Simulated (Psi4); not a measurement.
# SVWN5/6-31G(d) (spherical functions) run of SiPH5O2 (SMILES O[SiH2]OP)

Aim: the vertical ionisation energy of SiPH5O2 at SVWN5/6-31G* (spherical functions), from 2 runs. 

The calculation is run with Psi4 1.11.

1 further run of the same task is left out (set aside as unsound or not needed).

**1. Starting point**

The species is SiPH5O2 (9 atoms), meant as a singlet with charge 0. SMILES: `O[SiH2]OP`. Geometry: relaxed at PBE0-D4/def2-TZVP. This is one conformer, not always the lowest.

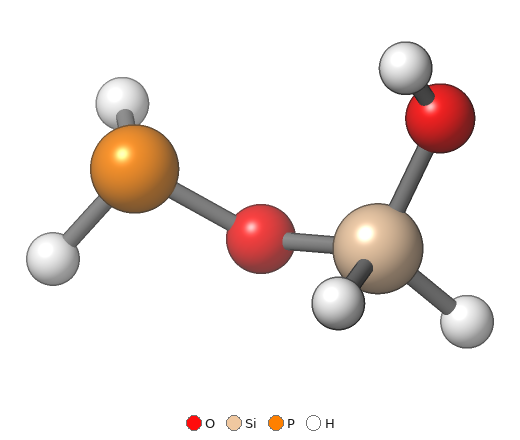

The structure, seen from a chosen angle (oxygen red, silicon light orange, phosphorus orange, hydrogen white).

**2. A single-point energy at SVWN5/6-31G(d) (spherical functions)**

input.in

```
memory 2200 MB

molecule mol {
  0 1
  O     -0.307900     1.144300    -1.642900
  Si     0.817700     0.562000    -0.606400
  O      0.302400    -0.778100     0.201800
  P     -0.942200    -0.834900     1.277600
  H     -0.998700     1.706900    -1.290600
  H      1.170600     1.605300     0.391300
  H      1.964500     0.123500    -1.421100
  H     -0.305900    -1.590900     2.302600
  H     -1.612000    -1.984300     0.770600
  units angstrom
  symmetry c1
}

set {
  basis 6-31G*
  puream true
  e_convergence 1e-09
  d_convergence 1e-08
  scf_type pk
  dft_radial_points 99
  dft_spherical_points 590
}

e, wfn = energy('scf', dft_functional={"name": "SVWN5", "x_functionals": {"LDA_X": {}}, "c_functionals": {"LDA_C_VWN": {}}}, return_wfn=True)
oeprop(wfn, 'LOWDIN_CHARGES', 'MAYER_INDICES', 'MULLIKEN_CHARGES', title='SCF')
print_variables()
```

On the command line:

```
$ psi4 -n 1 input.in input.out
```

input.out:

```text
[...]
  Running in c1 symmetry.
[...]
  Nuclear repulsion =  233.152845558399036
[...]
  Multiplicity = 1
[...]
  Nalpha       = 25
  Nbeta        = 25
[...]
    Number of basis functions: 74
[...]
   @RKS iter   1:  -780.42604039160233    4.06876e-02   1.27422e-02 ADIIS/DIIS
[...]
   @RKS iter  12:  -780.78927000032729   -1.02318e-11   7.36311e-09 DIIS
[...]
    Orbital Energies [Eh]
    ---------------------
    Doubly Occupied:
       1A    -76.010763     2A    -65.139156     3A    -18.624512
       4A    -18.617388     5A     -6.298550     6A     -5.047216
       7A     -4.551103     8A     -4.546791     9A     -4.542233
      10A     -3.489924    11A     -3.488247    12A     -3.486451
      13A     -0.929124    14A     -0.910137    15A     -0.595144
      16A     -0.512470    17A     -0.441244    18A     -0.401324
      19A     -0.383955    20A     -0.362084    21A     -0.324537
      22A     -0.301530    23A     -0.277818    24A     -0.265124
      25A     -0.218279
[...]
  @RKS Final Energy:  -780.78927000032729
   => Energetics <=
    Nuclear Repulsion Energy =            233.1528455583990365
    One-Electron Energy =               -1547.7272557965043234
    Two-Electron Energy =                 593.5280259855428540
    DFT Exchange-Correlation Energy =     -59.7428857477649231
    Empirical Dispersion Energy =           0.0000000000000000
    VV10 Nonlocal Energy =                  0.0000000000000000
    Total Energy =                       -780.7892700003272921
[...]
 Multipole Moments:
 ------------------------------------------------------------------------------------
     Multipole            Electronic (a.u.)      Nuclear  (a.u.)        Total (a.u.)
 ------------------------------------------------------------------------------------
 L = 1.  Multiply by 2.5417464519 to convert [e a0] to [Debye]
 Dipole X            :         -1.6758520            1.3339041           -0.3419479
 Dipole Y            :         -0.6148532            0.8263463            0.2114931
 Dipole Z            :          0.9031701           -0.5023799            0.4007901
 Magnitude           :                                                    0.5677063
[...]
  Mulliken Charges: (a.u.)
   Center  Symbol    Alpha    Beta     Spin     Total
       1     O     4.32211  4.32211  0.00000 -0.64422
       2    SI     6.71189  6.71189  0.00000  0.57622
       3     O     4.26862  4.26862  0.00000 -0.53724
       4     P     7.40093  7.40093  0.00000  0.19815
       5     H     0.27934  0.27934  0.00000  0.44131
       6     H     0.53327  0.53327  0.00000 -0.06654
       7     H     0.51743  0.51743  0.00000 -0.03486
       8     H     0.48340  0.48340  0.00000  0.03320
       9     H     0.48301  0.48301  0.00000  0.03399
   Total alpha = 25.00000, Total beta = 25.00000, Total charge =  0.00000
[...]
```

Wall time 13 s (1 thread of Intel Xeon Platinum 8259CL at 2.50GHz (Skylake/Cascade Lake), shared host); peak memory 0.52 GiB.

**3. The doublet cation**

h5o2psi.xyz

```xyz
9
H5O2PSi
O     -0.307900     1.144300    -1.642900
Si     0.817700     0.562000    -0.606400
O      0.302400    -0.778100     0.201800
P     -0.942200    -0.834900     1.277600
H     -0.998700     1.706900    -1.290600
H      1.170600     1.605300     0.391300
H      1.964500     0.123500    -1.421100
H     -0.305900    -1.590900     2.302600
H     -1.612000    -1.984300     0.770600
```

h5o2psi.py

```python
import psi4

psi4.set_memory(2200000000)
psi4.set_num_threads(1)
psi4.set_output_file('h5o2psi.out', False)

with open('h5o2psi.xyz') as f:
    atoms = ''.join(f.readlines()[2:])
m = psi4.geometry('1 2\n' + atoms + 'symmetry c1')

psi4.set_options({
    'basis': '6-31G*',
    'reference': 'uks',
    'puream': True,
    'e_convergence': 1e-09,
    'd_convergence': 1e-08,
    'scf_type': 'pk',
    'dft_radial_points': 99,
    'dft_spherical_points': 590,
    'maxiter': 100,
})

e, wfn = psi4.energy('scf', dft_functional={"name": "SVWN5", "x_functionals": {"LDA_X": {}}, "c_functionals": {"LDA_C_VWN": {}}}, return_wfn=True)
psi4.oeprop(wfn, 'MULLIKEN_CHARGES', 'LOWDIN_CHARGES', 'WIBERG_LOWDIN_INDICES', title='SCF')
print(f'total energy {e:.8f} hartree = {e * 27.211386:.5f} eV')
for k, v in sorted(psi4.core.scalar_variables().items()):
    print(f'{k:45s} {v:18.10f}')
```

On the command line:

```
$ python h5o2psi.py
```

h5o2psi.out:

```text
[...]
  Running in c1 symmetry.
[...]
  Nuclear repulsion =  233.152845558399036
[...]
  Multiplicity = 2
[...]
  Nalpha       = 25
  Nbeta        = 24
[...]
    Number of basis functions: 74
[...]
   @UKS iter   1:  -780.09990001343328    3.66828e-01   1.22459e-02 ADIIS/DIIS
[...]
   @UKS iter  17:  -780.44773964631963   -1.25056e-12   1.72993e-09 DIIS
[...]
   @S^2 Observed:                7.509504452E-01
[...]
    Orbital Energies [Eh]
    ---------------------
    Alpha Occupied:
       1A    -76.284301     2A    -65.344570     3A    -18.895290
       4A    -18.814505     5A     -6.571239     6A     -5.254555
       7A     -4.823615     8A     -4.818923     9A     -4.817370
      10A     -3.697926    11A     -3.695124    12A     -3.693089
      13A     -1.182958    14A     -1.109736    15A     -0.845208
      16A     -0.720716    17A     -0.668721    18A     -0.645392
      19A     -0.627218    20A     -0.584969    21A     -0.530431
      22A     -0.521421    23A     -0.490713    24A     -0.480457
      25A     -0.474429
    Alpha Virtual:
[...]
  @UKS Final Energy:  -780.44773964631963
   => Energetics <=
    Nuclear Repulsion Energy =            233.1528455583990365
    One-Electron Energy =               -1536.2290350959469833
    Two-Electron Energy =                 582.0337473188167223
    DFT Exchange-Correlation Energy =     -59.4052974275884864
    Empirical Dispersion Energy =           0.0000000000000000
    VV10 Nonlocal Energy =                  0.0000000000000000
    Total Energy =                       -780.4477396463196328
[...]
 Multipole Moments:
 ------------------------------------------------------------------------------------
     Multipole            Electronic (a.u.)      Nuclear  (a.u.)        Total (a.u.)
 ------------------------------------------------------------------------------------
 L = 1.  Multiply by 2.5417464519 to convert [e a0] to [Debye]
 Dipole X            :         -2.1244066            1.3339041           -0.7905025
 Dipole Y            :         -1.0315400            0.8263463           -0.2051937
 Dipole Z            :          1.9351519           -0.5023799            1.4327719
 Magnitude           :                                                    1.6491920
[...]
  Mulliken Charges: (a.u.)
   Center  Symbol    Alpha    Beta     Spin     Total
       1     O     4.32354  4.25330  0.07024 -0.57684
       2    SI     6.69327  6.68175  0.01152  0.62499
       3     O     4.33460  4.09398  0.24063 -0.42858
       4     P     7.48462  7.01808  0.46654  0.49731
       5     H     0.26324  0.26303  0.00021  0.47373
       6     H     0.52862  0.43178  0.09684  0.03959
       7     H     0.49239  0.44866  0.04373  0.05896
       8     H     0.43730  0.41084  0.02646  0.15186
       9     H     0.44241  0.39859  0.04382  0.15900
   Total alpha = 25.00000, Total beta = 24.00000, Total charge =  1.00000
[...]
```

On the terminal:

```text
total energy -780.44773965 hartree = -21237.06470 eV
CURRENT ENERGY                                   -780.4477396463
CURRENT REFERENCE ENERGY                         -780.4477396463
DD SOLVATION ENERGY                                 0.0000000000
DFT FUNCTIONAL TOTAL ENERGY                      -780.4477396463
DFT TOTAL ENERGY                                 -780.4477396463
DFT VV10 ENERGY                                     0.0000000000
DFT XC ENERGY                                     -59.4052974276
GRID ELECTRONS ALPHA                               25.0000001320
GRID ELECTRONS BETA                                24.0000000448
GRID ELECTRONS TOTAL                               49.0000001768
NUCLEAR REPULSION ENERGY                          233.1528455584
ONE-ELECTRON ENERGY                             -1536.2290350959
PCM POLARIZATION ENERGY                             0.0000000000
PE ENERGY                                           0.0000000000
SCF ITERATION ENERGY                             -780.4477396463
SCF ITERATIONS                                     17.0000000000
SCF TOTAL ENERGY                                 -780.4477396463
TWO-ELECTRON ENERGY                               582.0337473188
XC GRID RADIAL POINTS                              99.0000000000
XC GRID SPHERICAL POINTS                          590.0000000000
XC GRID TOTAL POINTS                           499394.0000000000
```

It took 25 s on 1 thread of Intel Xeon Platinum 8259CL at 2.50GHz (Skylake/Cascade Lake), shared host; peak memory 0.52 GiB.

**4. Results**

At SVWN5/6-31G* (spherical functions):

```
                                          quantity          value
                     singlet SiPH5O2: total energy  -780.78927 Eh
                    singlet SiPH5O2: dipole moment         1.44 D
                      singlet SiPH5O2: HOMO energy       -5.94 eV
                      singlet SiPH5O2: LUMO energy       -1.12 eV
                    singlet SiPH5O2: HOMO–LUMO gap        4.82 eV
                      doublet cation: total energy  -780.44774 Eh
doublet cation: HOMO energy (highest over α and β)      -12.80 eV
 doublet cation: LUMO energy (lowest over α and β)      -12.43 eV
                              doublet cation: ⟨S²⟩          0.751
vertical ionisation energy (to the doublet cation)       9.294 eV
```

The vertical ionisation energy comes to 9.29 eV (897 kJ/mol). −ε(HOMO) before ionisation, 5.94 eV, is 3.35 eV below this ionisation energy. Mulliken charges (singlet SiPH5O2) run from -0.64 on O1 to +0.58 on Si2; they depend strongly on the basis. Mulliken charges (doublet cation) run from -0.58 on O1 to +0.62 on Si2.
